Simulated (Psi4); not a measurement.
# C2H4O (oxirane) at 6 levels

Wanted: a comparison of 6 runs (HF/STO-3G, wB97X-D3(BJ)/3-21G, B3LYP/6-31G*, BLYP/6-31G*, PBE0/def2-SVP) of C2H4O (oxirane). 

Program for the calculation: Psi4 1.11.

1 further run of the same task is left out (set aside as unsound or not needed).

### 1 The system as given

C2H4O has 7 atoms, charge 0, and is taken as a singlet. SMILES: `C1CO1`. The shape is that of a PBE0-D4/def2-TZVP optimisation.

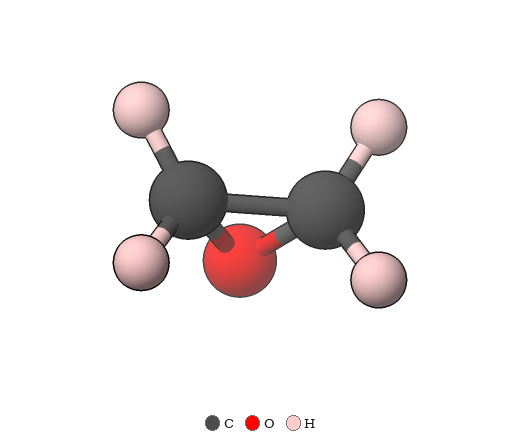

Viewed from a chosen angle; carbon dark grey, oxygen red, hydrogen pink.

### 2 A single-point energy at HF/STO-3G (run 1)

File input.json:

```json
{
  "schema_name": "qcschema_input",
  "schema_version": 1,
  "molecule": {
    "schema_name": "qcschema_molecule",
    "schema_version": 2,
    "symbols": ["C", "C", "O", "H", "H", "H", "H"],
    "geometry": [-1.14233944, -0.51570626, -0.57390982, 1.22832198, 0.31029303, 0.56124866, -0.64231791, 2.07983257, -0.16308336, -1.17011842, -1.10492287, -2.54149267, -2.60479849, -1.32866644, 0.61775147, 1.50611172, 0.10355699, 2.5860902, 2.9407918, 0.32730056, -0.57315393],
    "molecular_charge": 0,
    "molecular_multiplicity": 1,
    "fix_symmetry": "c1"
  },
  "driver": "energy",
  "model": {
    "method": "hf",
    "basis": "STO-3G"
  },
  "keywords": {
    "puream": true,
    "e_convergence": 1e-09,
    "d_convergence": 1e-08,
    "scf_type": "pk",
    "scf_properties": ["LOWDIN_CHARGES", "MULLIKEN_CHARGES", "DIPOLE"]
  }
}
```

Launch:

```bash
$ psi4 --qcschema input.json -n 1 --memory 1600MB
```

stdout:

```text
[...]
  Running in c1 symmetry.
[...]
  Nuclear repulsion =   75.707398170660454
[...]
  Multiplicity = 1
[...]
  Nalpha       = 12
  Nbeta        = 12
[...]
    Number of basis functions: 19
[...]
   @RHF iter   1:  -150.85525507595912   -2.09136e+00   1.66497e-02 ADIIS/DIIS
[...]
   @RHF iter  10:  -150.92705950314161    2.84217e-14   1.47894e-09 DIIS
[...]
    Orbital Energies [Eh]
    ---------------------
    Doubly Occupied:
       1A    -20.294132     2A    -11.097085     3A    -11.097078
       4A     -1.367096     5A     -0.882863     6A     -0.820049
       7A     -0.669536     8A     -0.596560     9A     -0.506636
      10A     -0.473331    11A     -0.388488    12A     -0.365394
[...]
  @RHF Final Energy:  -150.92705950314161
   => Energetics <=
    Nuclear Repulsion Energy =             75.7073981706604542
    One-Electron Energy =                -356.1524181602699741
    Two-Electron Energy =                 129.5179604864679277
    Total Energy =                       -150.9270595031416065
[...]
 Multipole Moments:
 ------------------------------------------------------------------------------------
     Multipole            Electronic (a.u.)      Nuclear  (a.u.)        Total (a.u.)
 ------------------------------------------------------------------------------------
 L = 1.  Multiply by 2.5417464519 to convert [e a0] to [Debye]
 Dipole X            :         -0.5492448            0.7182576            0.1690129
 Dipole Y            :          1.7489944           -2.2872290           -0.5382346
 Dipole Z            :         -0.1256848            0.1643550            0.0386702
 Magnitude           :                                                    0.5654708
[...]
```

The result, in JSON:

```text
{
 "driver": "energy",
 "model": {
  "method": "hf",
  "basis": "STO-3G"
 },
 "success": true,
 "return_result": -150.9270595031416,
 "properties": {
  "calcinfo_nbasis": 19,
  "calcinfo_nmo": 19,
  "calcinfo_nalpha": 12,
  "calcinfo_nbeta": 12,
  "calcinfo_natom": 7,
  "nuclear_repulsion_energy": 75.70739817066045,
  "return_energy": -150.9270595031416,
  "scf_one_electron_energy": -356.15241816027,
  "scf_two_electron_energy": 129.51796048646793,
  "scf_dipole_moment": [0.16901286828086948, -0.5382346211215285, 0.03867019786946069],
  "scf_total_energy": -150.9270595031416,
  "scf_iterations": 10
 }
}
```

Run time: 1.3 s. Hardware: 1 thread of AMD EPYC 9R45 (Zen 5), shared host; peak memory 0.18 GiB.

### 3 A single-point energy at wB97X-D3(BJ)/3-21G (run 2)

File c2h4o.inp:

```
memory 1.6 GB

molecule {
  C
  C 1 R2
  O 2 R3 1 A3
  H 1 R4 3 A4 2 D4
  H 1 R5 4 A5 3 D5
  H 2 R6 3 A6 1 D6
  H 2 R7 6 A7 3 D7

  R2 = 1.457967
  R3 = 1.415509
  A3 = 59.00454
  R4 = 1.086983
  A4 = 115.33863
  D4 = -110.54524
  R5 = 1.087037
  A5 = 115.62793
  D5 = 138.79592
  R6 = 1.087055
  A6 = 115.34416
  D6 = -110.54408
  R7 = 1.087032
  A7 = 115.62227
  D7 = 138.79474
  symmetry c1
}

set {
  basis 3-21G
  scf_type pk
}

result, w = energy('wb97x-d3bj', return_wfn=True)
print_variables()
```

Launch:

```bash
$ psi4 c2h4o.inp c2h4o.out -n 1
```

c2h4o.out:

```text
[...]
  Running in c1 symmetry.
[...]
  Nuclear repulsion =   75.707401054971911
[...]
  Multiplicity = 1
[...]
  Nalpha       = 12
  Nbeta        = 12
[...]
    Number of basis functions: 35
[...]
   @RKS iter   1:  -152.92626898901682   -3.86743e-01   8.35029e-03 ADIIS/DIIS
[...]
   @RKS iter   7:  -152.96727136033866   -1.88340e-08   3.57187e-07 DIIS
[...]
  @RKS Final Energy:  -152.96727136033866
   => Energetics <=
    Nuclear Repulsion Energy =             75.7074010549719105
    One-Electron Energy =                -356.6420964581952262
    Two-Electron Energy =                 142.4150277737689692
    DFT Exchange-Correlation Energy =     -14.4419768012107763
    Empirical Dispersion Energy =          -0.0056269296735252
    VV10 Nonlocal Energy =                  0.0000000000000000
    Total Energy =                       -152.9672713603386569
[...]
 Multipole Moments:
 ------------------------------------------------------------------------------------
     Multipole            Electronic (a.u.)      Nuclear  (a.u.)        Total (a.u.)
 ------------------------------------------------------------------------------------
 L = 1.  Multiply by 2.5417464519 to convert [e a0] to [Debye]
 Dipole X            :         -0.0000603            0.0000445           -0.0000158
 Dipole Y            :         -1.5425439            2.4029817            0.8604378
 Dipole Z            :         -0.0000594            0.0000233           -0.0000361
 Magnitude           :                                                    0.8604378
[...]
```

Run time: 4.2 s. Hardware: 1 thread of AMD EPYC 9R45 (Zen 5), shared host; peak memory 0.35 GiB.

Runs 3 to 5 aren't shown in full; the table further down has their settings and results.

### 4 Energy and forces at PBE0/def2-SVP (run 6)

File run.py:

```python
import psi4

psi4.set_memory(1600000000)
psi4.set_num_threads(1)
psi4.set_output_file('run.log', False)

mol = psi4.geometry("""
0 1
C     -0.604500    -0.272900    -0.303700
C      0.650000     0.164200     0.297000
O     -0.339900     1.100600    -0.086300
H     -0.619200    -0.584700    -1.344900
H     -1.378400    -0.703100     0.326900
H      0.797000     0.054800     1.368500
H      1.556200     0.173200    -0.303300
symmetry c1
""")

psi4.set_options({
    'basis': 'def2-SVP',
    'reference': 'rks',
    'puream': True,
    'e_convergence': 1e-09,
    'd_convergence': 1e-08,
    'scf_type': 'pk',
    'dft_radial_points': 99,
    'dft_spherical_points': 590,
})

e, wfn = psi4.gradient('pbe0', return_wfn=True)
psi4.oeprop(wfn, 'MAYER_INDICES', 'MULLIKEN_CHARGES', 'DIPOLE')
print('gradient / Eh bohr^-1')
print(e.np.round(6))
print(f'energy = {wfn.energy():.10f} Eh')
```

Launch:

```bash
$ python run.py
```

run.log:

```text
[...]
  Running in c1 symmetry.
[...]
  Nuclear repulsion =   75.707398097894185
[...]
  Multiplicity = 1
[...]
  Nalpha       = 12
  Nbeta        = 12
[...]
    Number of basis functions: 62
[...]
   @RKS iter   1:  -153.37636929963759   -1.62777e-01   7.66365e-03 ADIIS/DIIS
[...]
   @RKS iter   9:  -153.49676579453623   -6.39488e-12   5.58312e-09 DIIS
[...]
    Orbital Energies [Eh]
    ---------------------
    Doubly Occupied:
       1A    -19.219956     2A    -10.283780     3A    -10.283518
       4A     -1.102180     5A     -0.686697     6A     -0.648193
       7A     -0.531766     8A     -0.499333     9A     -0.414767
      10A     -0.396781    11A     -0.329130    12A     -0.283737
[...]
  @RKS Final Energy:  -153.49676579453623
   => Energetics <=
    Nuclear Repulsion Energy =             75.7073980978941847
    One-Electron Energy =                -357.8104857826949683
    Two-Electron Energy =                 144.3492144130676422
    DFT Exchange-Correlation Energy =     -15.7428925228030661
    Empirical Dispersion Energy =           0.0000000000000000
    VV10 Nonlocal Energy =                  0.0000000000000000
    Total Energy =                       -153.4967657945362305
[...]
  -Total Gradient:
     Atom            X                  Y                   Z
    ------   -----------------  -----------------  -----------------
       1       -0.002906075738    -0.009420965281    -0.002024956200
       2        0.007640414073    -0.005717955796     0.003064721243
       3       -0.002223938914     0.007115252620    -0.000515008917
       4        0.000463888354     0.002857901547     0.006851603236
       5        0.005269954862     0.003592659783    -0.003755539327
       6       -0.001713676405     0.001155550298    -0.007094578105
       7       -0.006528520149     0.000411042748     0.003474215512
[...]
```

On the terminal:

```text
gradient / Eh bohr^-1
[[-0.002906 -0.009421 -0.002025]
 [ 0.00764  -0.005718  0.003065]
 [-0.002224  0.007115 -0.000515]
 [ 0.000464  0.002858  0.006852]
 [ 0.00527   0.003593 -0.003756]
 [-0.001714  0.001156 -0.007095]
 [-0.006529  0.000411  0.003474]]
energy = -153.4967657945 Eh
```

It took 9 s on 1 thread of AMD EPYC 9R45 (Zen 5), shared host; peak memory 0.92 GiB.

### 5 The series

| run | level | Cartesian functions | SCF convergence threshold | energy (Eh) | dipole moment (D) | HOMO energy (eV) | LUMO energy (eV) | wall time |
| --- | --- | --- | --- | --- | --- | --- | --- | --- |
| 1 | HF/STO-3G | no | 1e-09 | -150.927060 | 1.44 | -9.94 | 12.58 | 1.3 s |
| 2 | wB97X-D3(BJ)/3-21G | yes | – | -152.967271 | 2.19 | -9.89 | 5.89 | 4.2 s |
| 3 | wB97X-D3(BJ)/3-21G (sfX2C) | yes | – | -153.038246 | 2.18 | -9.89 | 5.89 | 4.5 s |
| 4 | B3LYP/6-31G* (spherical functions) | no | 1e-09 | -153.783000 | 1.90 | -7.26 | 2.90 | 6.3 s |
| 5 | BLYP/6-31G* (spherical functions) | no | 1e-09 | -153.723561 | 1.74 | -5.64 | 2.25 | 7.5 s |
| 6 | PBE0/def2-SVP | no | 1e-09 | -153.496766 | 1.93 | -7.72 | 2.29 | 9 s |

### 6 Summary of results

| quantity | value |
| --- | --- |
| run 6: total energy | -153.49677 Eh |
| run 6: dipole moment | 1.93 D |
| run 6: HOMO energy | -7.72 eV |
| run 6: LUMO energy | 2.29 eV |
| run 6: HOMO–LUMO gap | 10.01 eV |
| run 6: largest force on an atom | 0.518 eV/Å |

The dipole moment (its size) runs from 1.44 D (HF/STO-3G) to 2.19 D (wB97X-D3(BJ)/3-21G). The two ends differ in method and basis. The HOMO–LUMO gap runs from 7.89 eV (BLYP/6-31G*) to 22.52 eV (HF/STO-3G). Totals of different functionals can't be ranked against each other. In run 1 the basis is minimal, so the values are rough. All runs together took 33 s, the longest 9 s.
